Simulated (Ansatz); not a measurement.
# CH4BClO2: one species, many methods

Aim: compute CH4BClO2 with functionals from several rungs and with coupled cluster. The yardstick is the atomisation energy at the CCSD(T) limit.

Program: Ansatz 0.2.0, Gaussian basis. Level of theory: functionals in def2-TZVPP, the program's frozen cores in correlated methods. These are calculated values, not measurements.

The runs, in order: PBE-D4, r2SCAN-D4, PBE0-D4, B3LYP-D4, ωB97X-V, ωB97M-V, B2PLYP; CCSD(T)/def2-TZVPP; CCSD(T)/def2-QZVPP; extrapolation to the limit.

### 1 The relaxed structure

The geometry comes from an earlier relaxation with PBE0-D4 in a triple-zeta def2 set; it is a stationary point, not always the lowest conformer.

SMILES `COB(O)Cl`, 9 atoms, charge 0, spin multiplicity 1.

Atoms are counted from 1 here; the program's logs count them from 0.

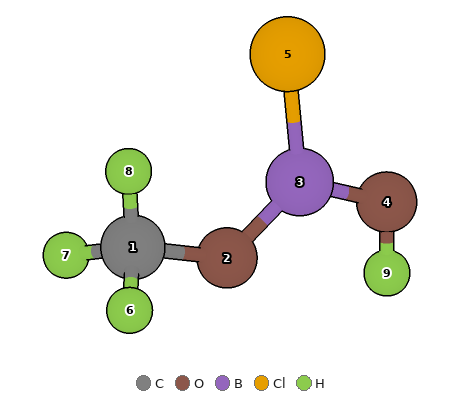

The geometry (carbon grey, oxygen brown, boron purple, chlorine amber, hydrogen green); atoms are numbered from 1 in the order of the file.

As a file:

```tsv
atom	x (Å)	y (Å)	z (Å)
C1	-0.02955	-0.99538	0.95139
O2	-0.31679	-0.35546	-0.27465
B3	0.11692	0.86514	-0.65059
O4	-0.23707	1.37139	-1.85438
Cl5	1.15513	1.87147	0.37165
H6	0.37763	-1.98485	0.73755
H7	-0.95590	-1.10810	1.51785
H8	0.68908	-0.42631	1.54307
H9	-0.79946	0.76211	-2.34190
```

### 2 PBE-D4 (GGA)

Contents of in.yaml:

```yaml
crystal:
  periodic: [false, false, false]
  atoms:
    - {symbol: C, position_ang: [-0.029548, -0.995381, 0.951385]}
    - {symbol: O, position_ang: [-0.316786, -0.355464, -0.274651]}
    - {symbol: B, position_ang: [0.116920, 0.865143, -0.650593]}
    - {symbol: O, position_ang: [-0.237073, 1.371389, -1.854379]}
    - {symbol: Cl, position_ang: [1.155134, 1.871466, 0.371649]}
    - {symbol: H, position_ang: [0.377633, -1.984846, 0.737552]}
    - {symbol: H, position_ang: [-0.955901, -1.108101, 1.517854]}
    - {symbol: H, position_ang: [0.689076, -0.426313, 1.543070]}
    - {symbol: H, position_ang: [-0.799455, 0.762106, -2.341897]}
basis:
  gaussian: {orbitals: def2-TZVPP}
hamiltonian: {xc: pbe, dispersion: d4}
output: {forces: true, orbitals: {seedname: orbitals}}
```

On the command line:

```console
$ ansatz run in.yaml --threads 2 --pin off --events-out ev --progress --plain --max-ram 22528MiB --backend cpu
```

Further steps of the session: r2SCAN-D4 (meta-GGA); PBE0-D4 (hybrid); B3LYP-D4 (hybrid); ωB97X-V (range-separated); ωB97M-V (range-separated); B2PLYP (double hybrid); CCSD(T) in def2-TZVPP; CCSD(T) in def2-QZVPP.

Q: Predict the results of all the runs planned. Wanted: atomisation energy, CCSD(T)/CBS; farthest; mean size of error, hybrid; mean size of error, range-separated; gap, smallest and largest; T1 diagnostic; triples share of the correlation energy.

**Answer**, as computed:

| quantity | value |
| --- | --- |
| atomisation energy, CCSD(T)/CBS | 3681.1 kJ/mol |
| functionals within 18.4 kJ/mol (0.5 %) | PBE0-D4, B3LYP-D4, ωB97X-V |
| farthest | PBE-D4 (+95.9 kJ/mol) |
| mean size of error, hybrid | 8.9 kJ/mol |
| mean size of error, range-separated | 13.8 kJ/mol |
| gap, smallest and largest | 7.27 eV (PBE-D4), 13.99 eV (ωB97X-V) |
| T1 diagnostic | 0.0116 |
| triples share of the correlation energy | 3.7 % |

**Reading.** PBE-D4 is off by +95.9 kJ/mol. Double hybrids carry the basis error of their MP2 part in triple zeta, and no dispersion term here, so their miss is partly the set-up's. Misses under about 18.4 kJ/mol are within the doubt on the reference itself, which lacks core-valence correlation, relativity and higher excitations. Hartree-Fock recovers 73 % of the binding; the rest is correlation. Orbital gaps span 7.3 to 14.0 eV; exact exchange widens them.
